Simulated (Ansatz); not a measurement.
```xyz
11

Si   -0.2472   -0.0237   -1.1407
Cl   -0.3930   -2.0514    0.0348
H     1.1004   -0.4272   -1.5564
H    -1.5478   -0.3630   -1.7301
Cl   -0.1462    1.9700   -1.9894
H     0.4700    0.4101    1.1461
N    -0.3357    0.7349    0.5890
H     1.0494   -1.5128    1.2696
F     1.5644   -0.8854    1.7795
H    -0.3469    1.7507    0.5279
H    -1.1673    0.3977    1.0697
```

The reactant side of a reaction path; geometry: PBE0-D4/def2-TZVP.

Level of theory: RKS PBE0-D4/def2-TZVPP (Ansatz 0.2.0).

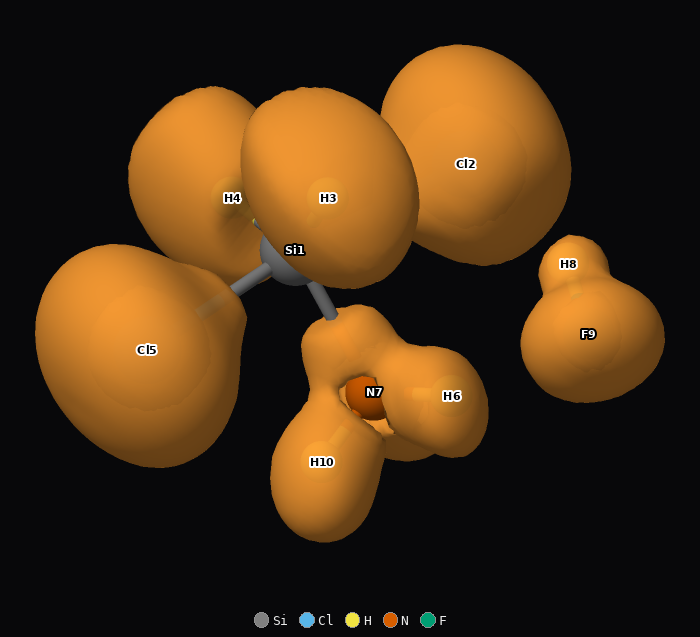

Cl2H5NSi···HF. Isosurface of the ELF at 0.75 (orange), seen across its widest extent. Only the valence region is drawn (cores and ρ < 0.01 e/Å³ removed).

**Identify the bonds, lone pairs and shells in this picture.**

The ELF exceeds this value in two regions around hydrogen nuclei, two regions on Cl in which the atom's valence shell and bonds are merged, one joined region spread over several atoms (F, H), in which their bonds and any lone pairs are merged and one joined region spread over several atoms (H, N), in which their bonds and any lone pairs are merged. Along the contacts the grid gives the following. Cl2···H8 (1.97 Å): the ELF dips to about 0.25 between them: by its geometry a hydrogen bond between the two molecules, with no shared pair. Si–N (1.89 Å): the ELF peaks at about 0.95 between the atoms, as expected for a shared but strongly polarised pair.
